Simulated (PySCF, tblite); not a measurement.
**C5H9 radical: geometry, infrared bands and EPR parameters**

What infrared bands and EPR parameters should C5H9 radical (`C=[C]CCC`) show?

Programs: tblite 0.8.0 and PySCF 2.14.0, with density-fitted response routines of our own. Each step states its level of theory. These are calculated values for one molecule in the gas phase, unless marked as measured. Atoms are numbered from 0 throughout.

**1. The molecule as given**

14 atoms, charge 0, multiplicity 2; geometry from: force field or distance geometry start.

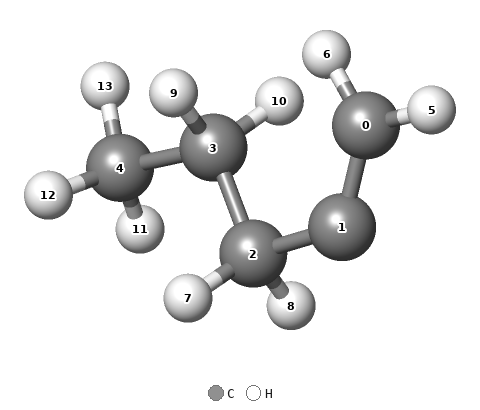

The starting geometry (carbon grey, hydrogen white), atoms numbered; sticks join atoms by distance.

**2. Optimising the geometry with GFN2-xTB**

What the job is given:

```
{"job": {"kind": "relax", "xc": "GFN2-xTB", "basis": "xTB"}, "charge": 0, "multiplicity": 2}
C      2.212200     0.434300     0.228700
C      1.769300    -0.613600    -0.428800
C      0.332000    -0.891900    -0.510100
C     -0.396300     0.285700     0.109600
C     -1.910600     0.075400     0.067100
H      3.277500     0.592800     0.268800
H      1.597500     1.176300     0.726700
H      0.092200    -1.845400    -0.008700
H      0.097600    -0.946900    -1.611500
H     -0.195500     0.368000     1.228500
H     -0.116900     1.241400    -0.355000
H     -2.283800    -0.166400    -0.943500
H     -2.157000    -0.751400     0.765100
H     -2.318800     1.041100     0.441000
```

Started as:

```sh
$ OMP_NUM_THREADS=1 python probes_run.py task.json out
```

This one command runs all jobs of the session in turn.

**Question.** This job is followed by: GFN2-xTB harmonic vibrations, gas phase; UKS B3LYP, pcH-1 on C H, non-relativistic, mean-field spin-orbit, GIAO. What will the session give for the following? strongest single infrared mode (GFN2-xTB); zero-point energy (GFN2-xTB); g(iso) (B3LYP); ⟨S²⟩; largest a(iso) (averaged by class); surface potential, least and greatest.

**Answer**, as computed:

```
                                 quantity                 value
strongest single infrared mode (GFN2-xTB)  1813 cm⁻¹, 79 km/mol
             zero-point energy (GFN2-xTB)         75.6 kcal/mol
                           g(iso) (B3LYP)               2.00218
                                     ⟨S²⟩    0.758 (exact 0.75)
       largest a(iso) (averaged by class)  13C on C1, 261.1 MHz
    surface potential, least and greatest    -0.80 V and 0.70 V
```

In words: Over 39 steps the energy fell by 0.644 eV; of the close pairs, C3–H9 changed most, 1.140 to 1.091 Å. No mode is imaginary among the 36: a minimum at this level. The strongest single mode, at 1813 cm⁻¹, moves mainly C1 and C0. Unscaled tight-binding wavenumbers are off by several per cent, some by more. Its intensities can rank the bands wrongly. Most of the unpaired spin sits on C1 (0.99 e). The isotropic g lies 0.1 ppt below the free-electron value.
